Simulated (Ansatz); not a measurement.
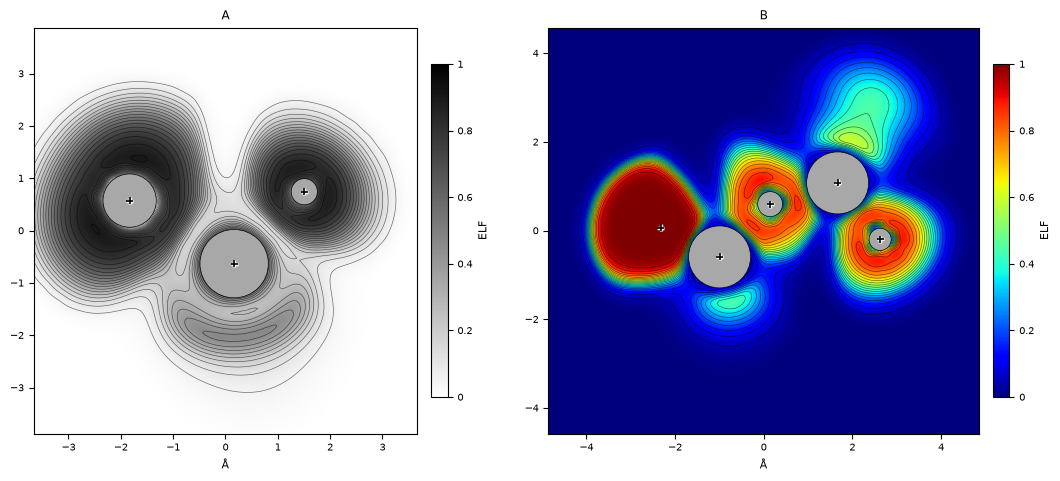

The electron localisation function of 2 systems, each on a plane through atoms (crosses mark nuclei in the plane; grey discs cover the cores).

All numbers below come from Ansatz 0.2.0, UKS PBE0-D4/def2-TZVPP.

System 1: ClFISn (SMILES [F][Sn]([Cl])[I]) (doublet), the plane of atoms F1, Sn2 and Cl3. Geometry: PBE0-D4/def2-TZVP; core potentials replace the inner electrons of Sn and I.

```xyz
4

F    -1.1141   -0.6982    1.3334
Sn    0.1344    0.4476    0.4304
Cl    2.0071   -0.9164    0.1600
I    -0.9718    1.1067   -1.9442
```

System 2: ClFH3OSi2 (doublet), the plane of atoms O4, Si5 and H8. Geometry: PBE0-D4/def2-TZVP.

```yaml
atoms:
  - { symbol: F, position_ang: [-1.1213, 1.0087, -1.9215] }
  - { symbol: Si, position_ang: [-1.3026, -0.3986, -1.1936] }
  - { symbol: Cl, position_ang: [-0.8442, -1.8635, -2.5477] }
  - { symbol: O, position_ang: [-0.2854, -0.4789, 0.0506] }
  - { symbol: Si, position_ang: [0.6976, 0.2627, 1.1476] }
  - { symbol: H, position_ang: [0.0049, 1.4447, 1.7164] }
  - { symbol: H, position_ang: [1.9494, 0.6856, 0.4754] }
  - { symbol: H, position_ang: [0.9938, -0.7178, 2.2169] }
```

Match each panel to its system.

Panel A is system 1, ClFISn: the plane holds F, Sn and Cl. Sn–F (1.92 Å): the ELF peaks at about 0.80 in the valence shell of F, 0.5 Å from its nucleus, and drops to about 0.15 between the two atoms. Panel B is system 2, ClFH3OSi2: the plane holds F, Si, O and H. Si–F (1.59 Å): the ELF peaks at about 0.85 in the valence shell of F, 0.6 Å from its nucleus, and is about 0.55 at the midpoint.
